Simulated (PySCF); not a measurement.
CF3 (SMILES FC(F)=[F+]) (charge +1)

Input

```
{"job": {"kind": "sp", "xc": "PBE0", "basis": "ma-def2-TZVP", "d3": "d3bj", "grid": 2}, "charge": 1, "multiplicity": 1}
F      0.681714    -1.023476    -0.075797
C      0.010597     0.004672    -0.022882
F      0.562116     1.102232    -0.050954
F     -1.213451    -0.064356     0.058219
```

Command:

```sh
OMP_NUM_THREADS=1 python redox_run.py task.json out
```

Geometry: PBE0-D3(BJ)/ma-def2-SVP.

Level of theory: DFT single point, gas phase, functional PBE0 (PySCF 2.14.0, density-fitted response routines).

Predict the electron density and electron localisation function between the atoms.

C–F (1.23 Å): the density is about 3.2 e/Å³ at the midpoint; the ELF peaks at about 0.85 between the atoms, as expected for a shared but strongly polarised pair.

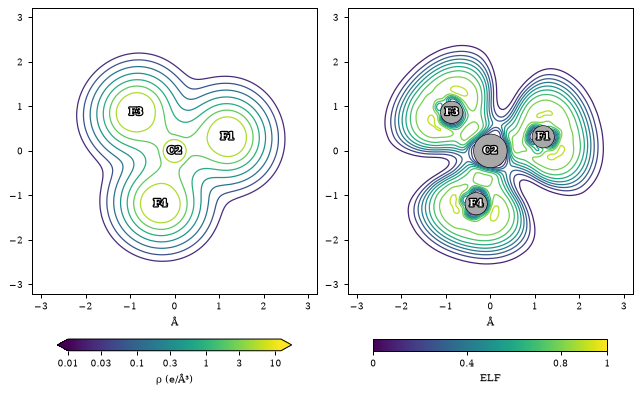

Computed electron density and electron localisation function on the molecular plane, in this order. Grey discs cover the atomic cores in the ELF map. 
